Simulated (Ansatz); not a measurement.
# GaH₃+ (doublet): one geometry, many settings at angle H3–Ga1–H4 = 67.9°

Aim: run GaH₃+ (doublet) at one geometry under a spread of methods and options, and see what each costs and gives.

Method: the settings change from run to run; program: Ansatz 0.2.0, Gaussian basis.

21 further runs of the same task are left out: 7 for a known fault of the program, 10 that didn't finish, 4 set aside as unsound or not needed.

### 1 The system

The geometry derives from a PBE0/def2-TZVP stationary point (not a proven minimum). One angle is set to the value named; bond lengths are kept. No spin-orbit coupling is included. The filled d shell of Ga may be among the frozen orbitals whatever the setting's name suggests; the logs give the count.

4 atoms, charge 1, spin multiplicity 2.

Atoms are counted from 1 here; the program's logs count them from 0.

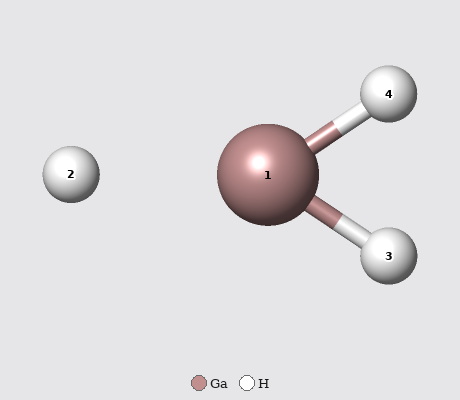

The structure; gallium pink, hydrogen white; atoms are numbered from 1 in the order of the file.

As a file:

```xyz
4
GaH3
Ga    0.0000   -0.0065    0.0000
H     0.0000   -2.0791    0.0000
H     0.0000    1.2644   -0.8556
H     0.0000    1.2644    0.8556
```

### 2 HF/aug-cc-pVDZ

The input, in.yaml:

```yaml
crystal:
  periodic: [false, false, false]
  atoms:
    - {symbol: Ga, position_ang: [0.000000, -0.006500, 0.000000]}
    - {symbol: H, position_ang: [0.000000, -2.079091, 0.000000]}
    - {symbol: H, position_ang: [0.000000, 1.264369, -0.855599]}
    - {symbol: H, position_ang: [0.000000, 1.264369, 0.855599]}
basis:
  gaussian: {orbitals: aug-cc-pVDZ, point_charges: [{charge: -1.00, position_ang: [3.742, -0.755, -0.152]}]}
total_charge: 1
magnetization: {spin_polarized: false, initial_magnetization: 1}
hamiltonian: {xc: hf, pseudopotentials: {relativity: none}}
scf: {lower_state_search: off}
output: {forces: true, orbitals: {seedname: orbitals}}
```

Command:

```bash
$ ansatz run in.yaml --threads 1 --pin off --events-out ev --progress --plain --max-ram 2393MiB
```

The program printed:

```text
Functional definition: HF
  name "HF"
  cite "Fock, Z. Phys. 61, 126 (1930) doi:10.1007/BF01340294"
  parent pbe
  exchange = exact_x
  correlation = 0
these checks for a lower state are left out or cut short: stability, starts, cluster_reference, orbital_swaps, neighbouring_geometries, increment
659 factors; integrals over basis functions are off by at most 1.6e-3 eV
mean field evaluation 1: about -52371.9122 eV, gradient 7.1e0 eV
mean field evaluation 2: about -52371.9132 eV, gradient 7.1e0 eV
mean field evaluation 4: about -52372.3059 eV, gradient 2.5e-1 eV
mean field evaluation 8: about -52372.3062 eV, gradient 4.3e-4 eV
mean field -52372.30620525 eV, -1924.6467538186 hartree, gradient 2.3e-6 eV, S^2 0.750000; 0 other end points of the search recorded, 0 dependent functions left out
the calculation of the forces begins
reference -52372.30620525 eV, -1924.6467538186 hartree; 17, 16 occupied and 46, 47 virtual orbitals, 659 factors
Total energy: -52372.30620525 eV, -1924.6467538186 hartree
Atom 0 at     0.000000    -0.006500     0.000000 Å, force     1.291564    -7.141593    -0.017062 eV/Å
Atom 1 at     0.000000    -2.079091     0.000000 Å, force    -0.162104     3.751403     0.001053 eV/Å
Atom 2 at     0.000000     1.264369    -0.855599 Å, force    -0.037883     1.573169    -0.940032 eV/Å
Atom 3 at     0.000000     1.264369     0.855599 Å, force    -0.035475     1.540901     0.912592 eV/Å
Dipole moment:     0.189603     0.155297    -0.011334 e Å
Checks for a lower state left out: stability, starts, cluster_reference, orbital_swaps, neighbouring_geometries, increment
```

Wall time 2.6 s (1 thread of Intel Xeon at 2.50GHz, shared host).

### 3 MRCISD+Q(5,6)/def2-SVP

The input, in.yaml:

```yaml
crystal:
  periodic: [false, false, false]
  atoms:
    - {symbol: Ga, position_ang: [0.000000, -0.006500, 0.000000]}
    - {symbol: H, position_ang: [0.000000, -2.079091, 0.000000]}
    - {symbol: H, position_ang: [0.000000, 1.264369, -0.855599]}
    - {symbol: H, position_ang: [0.000000, 1.264369, 0.855599]}
basis:
  gaussian: {orbitals: def2-SVP}
total_charge: 1
magnetization: {spin_polarized: false, initial_magnetization: 1}
correlation: {method: fic_mrcisd_q, electrons: outside_noble_gas, active_space: {window: {electrons: 5, orbitals: 6}, states: [{multiplicity: 2, weights: [0.5, 1, 1, 1]}, {multiplicity: 4, weights: [1]}], root: 0}}
```

The command is unchanged.

The program printed, shortened:

```text
Functional definition: HF
  name "HF"
  cite "Fock, Z. Phys. 61, 126 (1930) doi:10.1007/BF01340294"
  parent pbe
[...]
790 factors; integrals over basis functions are off by at most 2.4e-7 eV
[...]
mean field -52362.53962647 eV, -1924.2878386685 hartree, gradient 2.9e-6 eV, S^2 0.750000; 0 other end points of the search recorded, 0 dependent functions left out
reference -52362.53962647 eV, -1924.2878386685 hartree; 17, 16 occupied and 30, 31 virtual orbitals, 790 factors
state -52363.55344123 eV, -1924.3250956739 hartree
state -52361.89447680 eV, -1924.2641298556 hartree
state -52359.04445567 eV, -1924.1593935109 hartree
state -52358.59881098 eV, -1924.1430163707 hartree
contracted CI cycle   1: correlation 0.00000000 eV, 0.0000000000 hartree, residual 8.86e0 eV
contracted CI cycle   2: correlation -1.42571106 eV, -0.0523939150 hartree, residual 1.89e0 eV
[...]
state -52358.59881098 eV, -1924.1430163707 hartree; corrected -52359.82638859 eV, -1924.1881290155 hartree
state -52360.49069365 eV, -1924.2125417764 hartree
contracted CI cycle   1: correlation 0.00000000 eV, 0.0000000000 hartree, residual 7.73e0 eV
contracted CI cycle   2: correlation -1.11651000 eV, -0.0410309858 hartree, residual 1.61e0 eV
contracted CI cycle   3: correlation -1.16368019 eV, -0.0427644583 hartree, residual 3.35e-1 eV
contracted CI cycle   4: correlation -1.16559470 eV, -0.0428348151 hartree, residual 7.40e-2 eV
contracted CI cycle   5: correlation -1.16569530 eV, -0.0428385121 hartree, residual 1.85e-2 eV
contracted CI cycle   6: correlation -1.16570196 eV, -0.0428387567 hartree, residual 4.51e-3 eV
contracted CI cycle   7: correlation -1.16570233 eV, -0.0428387706 hartree, residual 1.19e-3 eV
contracted CI cycle   8: correlation -1.16570236 eV, -0.0428387716 hartree, residual 2.94e-4 eV
state -52360.49069365 eV, -1924.2125417764 hartree; corrected -52361.69187518 eV, -1924.2566843833 hartree
Total energy: -52365.10290991 eV, -1924.3820375976 hartree
```

It took 29 s on 1 thread of Intel Xeon at 2.50GHz, shared host.

From the report: 150 determinants; active occupations (of the averaged states) 1.94, 1.20, 1.10, 0.50, 0.23, 0.03.

### 4 CCSDT(Q) on UHF/6-31G

The input, in.yaml:

```yaml
crystal:
  periodic: [false, false, false]
  atoms:
    - {symbol: Ga, position_ang: [0.000000, -0.006500, 0.000000]}
    - {symbol: H, position_ang: [0.000000, -2.079091, 0.000000]}
    - {symbol: H, position_ang: [0.000000, 1.264369, -0.855599]}
    - {symbol: H, position_ang: [0.000000, 1.264369, 0.855599]}
basis:
  gaussian: {orbitals: 6-31G}
total_charge: 1
magnetization: {spin_polarized: true, initial_magnetization: 1}
correlation: {method: ccsdt_q, electrons: outside_noble_gas}
output: {forces: true}
```

Launched as before.

The program printed, shortened:

```text
Functional definition: HF
  name "HF"
  cite "Fock, Z. Phys. 61, 126 (1930) doi:10.1007/BF01340294"
  parent pbe
[...]
594 factors; integrals over basis functions are off by at most 6.7e-8 eV
[...]
mean field -52360.34678073 eV, -1924.2072530739 hartree, gradient 6.0e-6 eV, S^2 1.011148; 7 other end points of the search recorded, 0 dependent functions left out
determinant -52360.34678073 eV, -1924.2072530739 hartree, with singles and doubles -52361.92595391 eV, -1924.2652866180 hartree
determinant -52358.41950629 eV, -1924.1364270446 hartree, with singles and doubles -52360.09255753 eV, -1924.1979105438 hartree
determinant -52356.06589128 eV, -1924.0499332886 hartree, with singles and doubles -52356.83659531 eV, -1924.0782561393 hartree
14 core orbitals not correlated: weight in the atoms' cores, before any rotation towards them, 0.993 or more for the frozen orbitals, at most 0.005 for the correlated occupied ones
reference -52360.34678073 eV, -1924.2072530739 hartree; 3, 2 occupied and 18, 19 virtual orbitals, 594 factors
second order -0.87446121 eV of doubles, -0.00000000 eV of singles
cycle   1  -1.16696188 eV  change   -2.9e-1 eV  update   6.7e-2
[...]
cycle  18  -1.64501226 eV  change    8.8e-8 eV  update   8.4e-8
perturbative correction -0.00102036 eV, -0.0000374974 hartree
[...]
Total energy: -52361.99281334 eV, -1924.2677436567 hartree
Atom 0 at     0.000000    -0.006500     0.000000 Å, force    -0.000000    -6.149731     0.000000 eV/Å
Atom 1 at     0.000000    -2.079091     0.000000 Å, force    -0.000000     2.604937    -0.000000 eV/Å
Atom 2 at     0.000000     1.264369    -0.855599 Å, force     0.000000     1.772397    -1.559623 eV/Å
Atom 3 at     0.000000     1.264369     0.855599 Å, force    -0.000000     1.772397     1.559623 eV/Å
Dipole moment:    -0.000000     0.164716     0.000000 e Å
```

Run time: 23 s. Hardware: 1 thread of Intel Xeon at 2.50GHz, shared host.

From the report: ⟨S²⟩ of the determinant 1.011 (pure doublet: 0.75); correlation -1.6460 eV; T1 0.068; largest double amplitude 0.20.

### 5 CCSD(T) on ROHF/def2-mTZVP

Changes to in.yaml since step 4:

```diff
@@ -8,6 +8,5 @@
 basis:
-  gaussian: {orbitals: 6-31G}
+  gaussian: {orbitals: def2-mTZVP}
 total_charge: 1
-magnetization: {spin_polarized: true, initial_magnetization: 1}
-correlation: {method: ccsdt_q, electrons: outside_noble_gas}
-output: {forces: true}
+magnetization: {spin_polarized: false, initial_magnetization: 1}
+correlation: {method: ccsd_t, electrons: outside_noble_gas}
```

The command is unchanged.

The program printed, shortened:

```text
Functional definition: HF
  name "HF"
  cite "Fock, Z. Phys. 61, 126 (1930) doi:10.1007/BF01340294"
  parent pbe
[...]
440 factors; integrals over basis functions are off by at most 5.6e-4 eV
[...]
mean field -52369.15134573 eV, -1924.5308148700 hartree, gradient 1.3e-6 eV, S^2 0.750000; 1 other end points of the search recorded, 0 dependent functions left out
determinant -52369.15134573 eV, -1924.5308148700 hartree, with singles and doubles -52371.39250379 eV, -1924.6131759094 hartree
determinant -52367.49838034 eV, -1924.4700695121 hartree, with singles and doubles -52369.51518294 eV, -1924.5441856408 hartree
14 core orbitals not correlated: weight in the atoms' cores, before any rotation towards them, 0.998 or more for the frozen orbitals, at most 0.002 for the correlated occupied ones
reference -52369.15134573 eV, -1924.5308148700 hartree; 3, 2 occupied and 28, 29 virtual orbitals, 440 factors
second order -1.44692961 eV of doubles, -0.09821621 eV of singles
cycle   1  -2.21429747 eV  change   -6.6e-2 eV  update   2.0e-2
[...]
cycle  11  -2.23607054 eV  change   -1.7e-6 eV  update   3.2e-6
perturbative correction -0.04806024 eV, -0.0017661814 hartree
Total energy: -52371.43547652 eV, -1924.6147551280 hartree
```

Run time: 4.5 s. Hardware: 1 thread of Intel Xeon at 2.50GHz, shared host.

From the report: correlation -2.2841 eV; T1 0.034; largest double amplitude 0.17.

### 6 CISD/def2-SVP

Changes to in.yaml since step 5:

```diff
@@ -8,5 +8,6 @@
 basis:
-  gaussian: {orbitals: def2-mTZVP}
+  gaussian: {orbitals: def2-SVP, fitting: {mean_field: def2-universal-jkfit}}
 total_charge: 1
 magnetization: {spin_polarized: false, initial_magnetization: 1}
-correlation: {method: ccsd_t, electrons: outside_noble_gas}
+correlation: {active_space: {ras: {orbitals: [7, 1, 30], electrons: 15, max_holes: 2, max_particles: 2}, fixed_orbitals: true}}
+scf: {lower_state_search: full}
```

Launched as before.

The program printed:

```text
Functional definition: HF
  name "HF"
  cite "Fock, Z. Phys. 61, 126 (1930) doi:10.1007/BF01340294"
  parent pbe
  exchange = exact_x
  correlation = 0
320 factors; integrals over basis functions are off by at most 5.1e-1 eV
mean field evaluation 1: about -52362.1771 eV, gradient 7.1e0 eV
mean field evaluation 2: about -52362.5145 eV, gradient 1.9e0 eV
mean field evaluation 4: about -52362.5382 eV, gradient 1.7e-1 eV
mean field evaluation 8: about -52338.4080 eV, gradient 3.1e1 eV
mean field evaluation 16: about -52362.5383 eV, gradient 8.6e-5 eV
mean field evaluation 32: about -52362.5383 eV, gradient 1.2e-4 eV
mean field -52362.53829813 eV, -1924.2877898529 hartree, gradient 1.1e-6 eV, S^2 0.750000; 3 other end points of the search recorded, 0 dependent functions left out
reference -52362.53829813 eV, -1924.2877898529 hartree; 17, 16 occupied and 30, 31 virtual orbitals, 320 factors
state -52368.24465720 eV, -1924.4974946811 hartree
Total energy: -52368.24465720 eV, -1924.4974946811 hartree
```

It took 16 s on 1 thread of Intel Xeon at 2.50GHz, shared host.

From the report: 29,524 determinants.

### 7 BCCD/6-31G*

The input, in.yaml:

```yaml
crystal:
  periodic: [false, false, false]
  atoms:
    - {symbol: Ga, position_ang: [0.000000, -0.006500, 0.000000]}
    - {symbol: H, position_ang: [0.000000, -2.079091, 0.000000]}
    - {symbol: H, position_ang: [0.000000, 1.264369, -0.855599]}
    - {symbol: H, position_ang: [0.000000, 1.264369, 0.855599]}
basis:
  gaussian: {orbitals: "6-31G*"}
total_charge: 1
magnetization: {spin_polarized: true, initial_magnetization: 1}
hamiltonian: {xc: {name: B3LYP}}
correlation: {method: bccd, electrons: all}
accuracy: high
```

The command is unchanged.

The program printed, shortened:

```text
Functional definition: B3LYP
  name "B3LYP"
  cite "Stephens, Devlin, Chabalowski & Frisch, J. Phys. Chem. 98, 11623 (1994) doi:10.1021/j100096a001"
  cite "Becke, Phys. Rev. A 38, 3098 (1988) doi:10.1103/PhysRevA.38.3098"
  cite "Lee, Yang & Parr, Phys. Rev. B 37, 785 (1988) doi:10.1103/PhysRevB.37.785"
  cite "Vosko, Wilk & Nusair, Can. J. Phys. 58, 1200 (1980) doi:10.1139/p80-159"
[...]
717 factors; integrals over basis functions are off by at most 3.3e-9 eV
[...]
mean field -52408.05720563 eV, -1925.9605788498 hartree, gradient 8.4e-8 eV, S^2 0.773484; 0 other end points of the search recorded, 0 dependent functions left out
reference -52361.15356700 eV, -1924.2369019228 hartree; 17, 16 occupied and 24, 25 virtual orbitals, 717 factors
second order -8.41657731 eV of doubles, -0.45631128 eV of singles
cycle   1  -7.55441187 eV  change     1.3e0 eV  update   1.0e-1
[...]
cycle  28  -8.22454789 eV  change   -3.1e-9 eV  update  9.9e-10
Total energy: -52369.37811490 eV, -1924.5391484831 hartree
```

Run time: 19 s. Hardware: 1 thread of Intel Xeon at 2.50GHz, shared host.

From the report: ⟨S²⟩ of the determinant 0.773 (pure doublet: 0.75); correlation -8.2245 eV; largest double amplitude 0.18.

### 8 BCCD(T) on ROHF/6-31G*

Changes to in.yaml since step 7:

```diff
@@ -10,5 +10,3 @@
 total_charge: 1
-magnetization: {spin_polarized: true, initial_magnetization: 1}
-hamiltonian: {xc: {name: B3LYP}}
-correlation: {method: bccd, electrons: all}
-accuracy: high
+magnetization: {spin_polarized: false, initial_magnetization: 1}
+correlation: {method: bccd_t, electrons: outside_noble_gas}
```

Same command.

The program printed, shortened:

```text
Functional definition: HF
  name "HF"
  cite "Fock, Z. Phys. 61, 126 (1930) doi:10.1007/BF01340294"
  parent pbe
[...]
407 factors; integrals over basis functions are off by at most 4.4e-4 eV
[...]
mean field -52361.48800678 eV, -1924.2491923577 hartree, gradient 2.0e-6 eV, S^2 0.750000; 1 other end points of the search recorded, 0 dependent functions left out
[...]
determinant -52361.48800678 eV, -1924.2491923577 hartree, with singles and doubles -52363.61937803 eV, -1924.3275188066 hartree
determinant -52359.77319692 eV, -1924.1861742580 hartree, with singles and doubles -52361.70072667 eV, -1924.2570096696 hartree
14 core orbitals not correlated: weight in the atoms' cores, before any rotation towards them, 0.998 or more for the frozen orbitals, at most 0.002 for the correlated occupied ones
reference -52361.48800678 eV, -1924.2491923577 hartree; 3, 2 occupied and 24, 25 virtual orbitals, 407 factors
second order -1.37913684 eV of doubles, -0.09371987 eV of singles
cycle   1  -2.12981647 eV  change   -5.0e-2 eV  update   1.9e-2
[...]
cycle  12  -2.14018334 eV  change    2.6e-6 eV  update   1.6e-6
perturbative correction -0.04184399 eV, -0.0015377383 hartree
Total energy: -52363.67003410 eV, -1924.3293803829 hartree
```

Run time: 6 s. Hardware: 1 thread of Intel Xeon at 2.50GHz, shared host.

From the report: correlation -2.1820 eV; largest double amplitude 0.18.

### 9 CCSD(T) on UHF/aug-cc-pVDZ

Changes to in.yaml since step 8:

```diff
@@ -8,5 +8,7 @@
 basis:
-  gaussian: {orbitals: "6-31G*"}
+  gaussian: {orbitals: aug-cc-pVDZ}
 total_charge: 1
-magnetization: {spin_polarized: false, initial_magnetization: 1}
-correlation: {method: bccd_t, electrons: outside_noble_gas}
+magnetization: {spin_polarized: true, initial_magnetization: 1}
+correlation: {method: ccsd_t, electrons: valence}
+scf: {lower_state_search: light}
+output: {forces: true}
```

The command is unchanged.

The program printed, shortened:

```text
Functional definition: HF
  name "HF"
  cite "Fock, Z. Phys. 61, 126 (1930) doi:10.1007/BF01340294"
  parent pbe
[...]
659 factors; integrals over basis functions are off by at most 1.6e-3 eV
[...]
mean field -52368.76725249 eV, -1924.5166997038 hartree, gradient 1.9e-6 eV, S^2 0.984050; 2 other end points of the search recorded, 0 dependent functions left out
determinant -52368.76725249 eV, -1924.5166997038 hartree, with singles and doubles -52371.70041153 eV, -1924.6244913101 hartree
determinant -52366.81173581 eV, -1924.4448357912 hartree, with singles and doubles -52369.74604097 eV, -1924.5526695169 hartree
9 core orbitals not correlated: weight in the atoms' cores, before any rotation towards them, 1.000 or more for the frozen orbitals, at most 0.000 for the correlated occupied ones
reference -52368.76725249 eV, -1924.5166997038 hartree; 8, 7 occupied and 46, 47 virtual orbitals, 659 factors
second order -2.10811745 eV of doubles, -0.00000000 eV of singles
cycle   1  -2.91373433 eV  change   -1.2e-1 eV  update   2.1e-2
[...]
cycle  14  -2.93475412 eV  change    2.9e-8 eV  update   3.2e-7
perturbative correction -0.09490933 eV, -0.0034878536 hartree
[...]
Total energy: -52371.79691594 eV, -1924.6280377820 hartree
Atom 0 at     0.000000    -0.006500     0.000000 Å, force     0.000000    -5.991905     0.000000 eV/Å
Atom 1 at     0.000000    -2.079091     0.000000 Å, force    -0.000000     3.044154    -0.000000 eV/Å
Atom 2 at     0.000000     1.264369    -0.855599 Å, force     0.000000     1.473876    -1.044226 eV/Å
Atom 3 at     0.000000     1.264369     0.855599 Å, force    -0.000000     1.473876     1.044226 eV/Å
Dipole moment:    -0.000000     0.145476    -0.000000 e Å
```

Run time: 37 s. Hardware: 1 thread of Intel Xeon at 2.50GHz, shared host; peak memory 0.31 GiB.

From the report: ⟨S²⟩ of the determinant 0.984 (pure doublet: 0.75); correlation -3.0297 eV; T1 0.038; largest double amplitude 0.15.

### 10 All runs side by side

| level | correlated | functions | energy (eV) | time |
| --- | --- | --- | --- | --- |
| HF/aug-cc-pVDZ (beside a point charge) |  | 63 | -52372.3062 | 2.6 s |
| MRCISD+Q(5,6)/def2-SVP (lowest root of an average) | outside noble gas | 47 | -52365.1029 | 29 s |
| CCSDT(Q) on UHF/6-31G | outside noble gas | 35 | -52361.9928 | 23 s |
| CCSD(T) on ROHF/def2-mTZVP | outside noble gas | 45 | -52371.4355 | 4.5 s |
| CISD/def2-SVP | valence | 47 | -52368.2447 | 16 s |
| BCCD/6-31G* (on B3LYP orbitals) | all | 41 | -52369.3781 | 19 s |
| BCCD(T) on ROHF/6-31G* | outside noble gas | 41 | -52363.6700 | 6 s |
| CCSD(T) on UHF/aug-cc-pVDZ | valence | 63 | -52371.7969 | 37 s |

### 11 Results

| quantity | value |
| --- | --- |
| runs | 8 |
| quickest | HF/aug-cc-pVDZ (beside a point charge), 2.6 s |
| slowest | CCSD(T) on UHF/aug-cc-pVDZ, 37 s |

What this shows: Total energies in different bases, with other cores or another treatment of relativity can't be set against each other. CCSD(T) on UHF/aug-cc-pVDZ took 14 times as long as HF/aug-cc-pVDZ (beside a point charge); the jobs differ in more than the method.
